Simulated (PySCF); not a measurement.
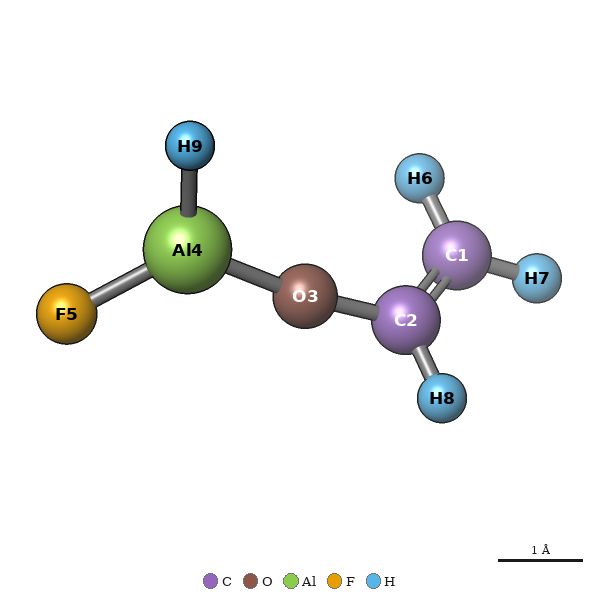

Orthographic view. Atoms fade into the background with distance from the viewer. The computed structure is the end point of a GFN2-xTB optimisation. No frequency run is at hand to confirm it as a minimum.

Give the geometry as a Z-matrix, atoms in numerical order, with these reference atoms: 2 to 1; 3 to 2, 1; 4 to 3, 1, 2; 5 to 4, 3, 1; 6 to 1, 2, 3; 7 to 1, 6, 2; 8 to 2, 1, 7; 9 to 4, 5, 3.

```
C  
C    1   1.320
O    2   1.351   1   123.8
Al   3   1.648   1   145.8   2   171.9
F    4   1.647   3   122.3   1   121.4
H    1   1.077   2   121.2   3     0.2
H    1   1.073   6   117.9   2   179.9
H    2   1.084   1   122.4   7     0.1
H    4   1.493   5   118.5   3  -179.5
```
